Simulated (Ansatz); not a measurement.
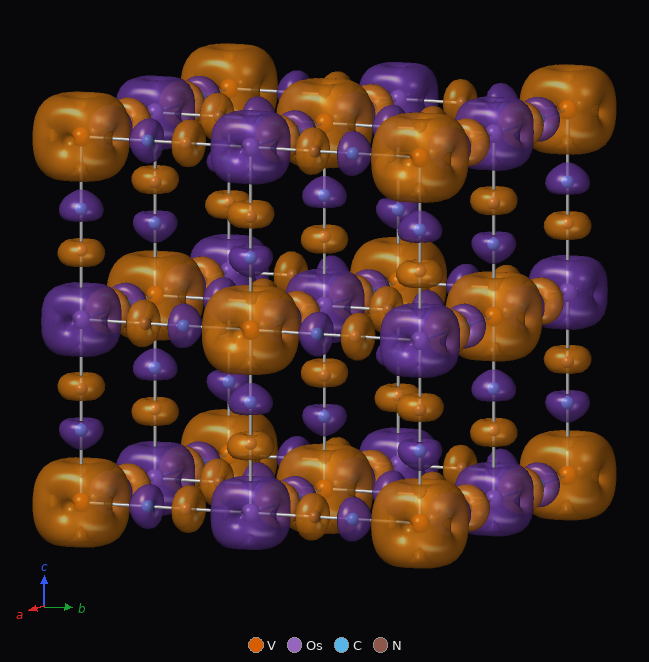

VOsC6N6. Isosurfaces of the spin density (up minus down) at +0.02 (orange) and −0.02 e/Å³ (purple), seen slightly off an axis. Sticks mark near contacts.

Space group Fm-3m; a structure generated by program, which may or may not match a known phase; spin-polarised.

All numbers below come from DFT PBE, scalar-relativistic, plane waves, PAW (Ansatz).

Core electrons are frozen (PAW), and the valence fields are smoothed inside the atomic spheres.

> Which atoms carry the moments, and with what signs?

The spin density sits on V: +1.0 μB (×4) in one cell of 56 atoms, with smaller moments on other sites: Os (up to −0.28 μB): parallel moments on the main sites in this solution. The cell of the calculation (14 atoms) carries 1.0 μB of net spin moment.
